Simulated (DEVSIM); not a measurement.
Device: Al0.2Ga0.8As/GaAs p-n heterojunction, at 350 K.

```tsv
layer (left to right)	material	thickness (μm)	Nd (cm⁻³)	Na (cm⁻³)	τn (s)	τp (s)
1	Al0.2Ga0.8As	0.0740	-	1.1e18	8e-9	8e-9
2	GaAs	0.630	6.4e16	-	8e-9	8e-9
```

Left contact: ohmic. Right contact: ohmic. Voltage is applied to the left contact. Recombination: SRH at mid-gap, radiative. Mobility is μmin + (μ − μmin)/(1 + (N/Nref)^α).

The device is made up for the run: typed textbook-type constants, with dimensions and the other settings drawn at random. Values at 300 K; Nc and Nv go as T^1.5, mobilities as T to minus their exponent, the gap by Varshni's rule with the affinity fixed.

```tsv
parameter	Al0.2Ga0.8As	GaAs
gap (eV)	1.6734	1.424
affinity (eV)	3.912	4.07
permittivity	12.33	12.9
Nc (cm⁻³)	6.04e17	4.7e17
Nv (cm⁻³)	9e18	9e18
μn (cm²/Vs)	4980	8500
μp (cm²/Vs)	250	400
μn,min	500	500
μp,min	20	20
Nref,n	6e16	6e16
Nref,p	1.5e17	1.5e17
αn	0.39	0.39
αp	0.38	0.38
T exponent of μn	2.1	2.1
T exponent of μp	2.2	2.2
B (cm³/s)	2e-10	2e-10
Varshni α (eV/K)	0.000541	0.000541
Varshni β (K)	204	204
```

Simulated with DEVSIM: 1D drift-diffusion, Boltzmann statistics, complete ionisation; no tunnelling, impact ionisation, image-force lowering or self-heating. Band offsets follow the typed affinities; no thermionic-emission limit at abrupt steps, no polarisation charge.

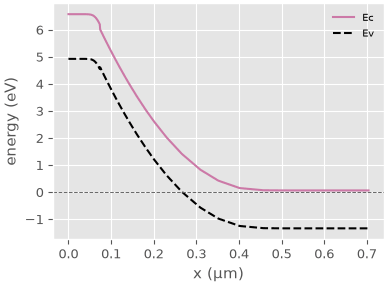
Band edges at -5.0 V on the left contact

Energies count from the Fermi level of the right contact; mesh points crowd at the junctions.

| x (μm) | Ec (eV) | Ev (eV) | n (cm⁻³) | p (cm⁻³) | field (V/cm) |
|---|---|---|---|---|---|
| 0.000 | 6.580 | 4.930 | < 1e2 | 1.1e18 | ≈ 0 |
| 0.003560 | 6.580 | 4.930 | < 1e2 | 1.1e18 | ≈ 0 |
| 0.009405 | 6.580 | 4.930 | < 1e2 | 1.1e18 | ≈ 0 |
| 0.01988 | 6.580 | 4.930 | < 1e2 | 1.1e18 | -23 |
| 0.04129 | 6.579 | 4.928 | < 1e2 | 1.1e18 | -3200 |
| 0.05705 | 6.538 | 4.887 | < 1e2 | 2.7e17 | -80000 |
| 0.06584 | 6.412 | 4.762 | < 1e2 | 4.3e15 | -210000 |
| 0.07255 | 6.235 | 4.584 | < 1e2 | 1.2e13 | -320000 |
| 0.07558 | 5.977 | 4.576 | < 1e2 | 9.0e12 | -320000 |
| 0.08046 | 5.820 | 4.419 | < 1e2 | 4.9e10 | -320000 |
| 0.08903 | 5.549 | 4.148 | < 1e2 | 6000000 | -310000 |
| 0.1118 | 4.858 | 3.457 | < 1e2 | 5700 | -290000 |
| 0.1441 | 3.962 | 2.561 | < 1e2 | 5400 | -260000 |
| 0.2008 | 2.614 | 1.213 | 230 | 4600 | -210000 |
| 0.3516 | 0.429 | -0.972 | 4.0e11 | < 1e2 | -77000 |
| 0.5033 | 0.068 | -1.333 | 6.3e16 | < 1e2 | -320 |
| 0.5917 | 0.067 | -1.334 | 6.4e16 | < 1e2 | ≈ 0 |
| 0.6421 | 0.067 | -1.334 | 6.4e16 | < 1e2 | ≈ 0 |
| 0.6778 | 0.067 | -1.334 | 6.4e16 | < 1e2 | ≈ 0 |
| 0.6912 | 0.067 | -1.334 | 6.4e16 | < 1e2 | ≈ 0 |
| 0.6988 | 0.067 | -1.334 | 6.4e16 | < 1e2 | ≈ 0 |
| 0.7040 | 0.067 | -1.334 | 6.4e16 | < 1e2 | ≈ 0 |
